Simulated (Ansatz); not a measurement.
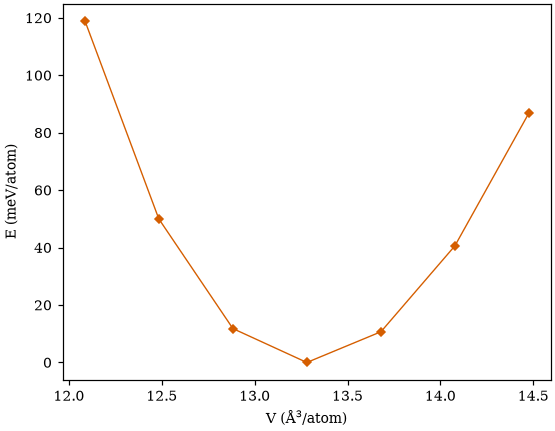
*Ta₂N in space group P-31m (No. 162; Ta on 6k, N on 2d, N on 1a) under volume change, DFT-r²SCAN in the program Ansatz with PAW potentials, shape and atoms relaxed at each volume.*

### Question
What does a third-order Birch–Murnaghan fit give for V₀, B₀ and B′?

### Answer
V₀ = 13.28 Å³/atom, B₀ = 301 GPa, B′ = 4.2.

The workflow started from a Materials Project entry (that database holds measured and hypothetical structures alike); the Crystallography Open Database copy checked does not list it. Its standing as an ambient phase is unchecked. The r²SCAN relaxation kept the symmetry of its start; whether a distortion lowers the energy is not shown. No spin polarisation was allowed. Scalar-relativistic: spin–orbit coupling is off unless named, which matters more the heavier the elements.

Potentials: the later of the program's two PAW sets.
